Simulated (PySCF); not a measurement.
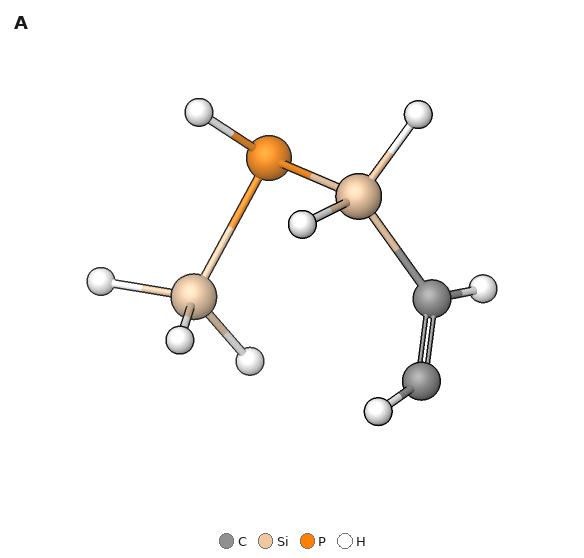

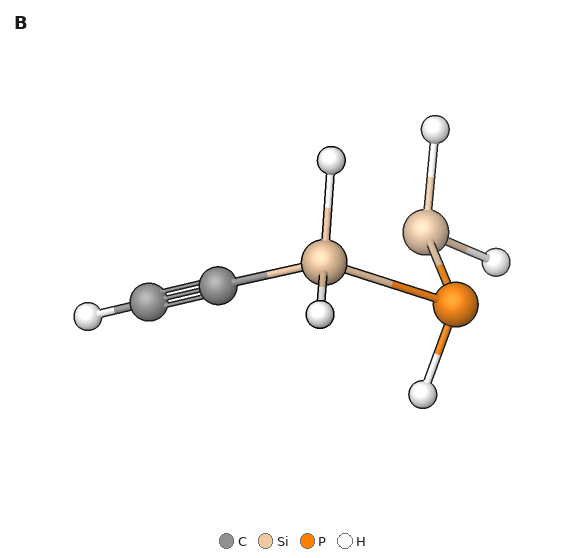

Two related species, optimised with PBE0-D3(BJ)/def2-SVP; properties computed with PySCF 2.14.0. Both: charge 0, doublet.

> Identify both.

A is C2H8PSi2 ([H]/[C]=C\[SiH2]P[SiH3]), B is C2H6PSi2 (C#C[SiH2]P[SiH2]).

Compare them. With UKS B3LYP, IGLO-III on C P Si, pcH-1 on H, non-relativistic: isotropic g value. With PBE0-D3(BJ)/def2-SVP: mean P–H length (Å), mean P–Si length (Å).

```csv
quantity,A,B
isotropic g value,2.00204,2.00430
mean P–H length (Å),1.431,1.429
mean P–Si length (Å),2.266,2.257
```

Each is one conformer, and no frequency run is at hand to confirm it as a minimum.
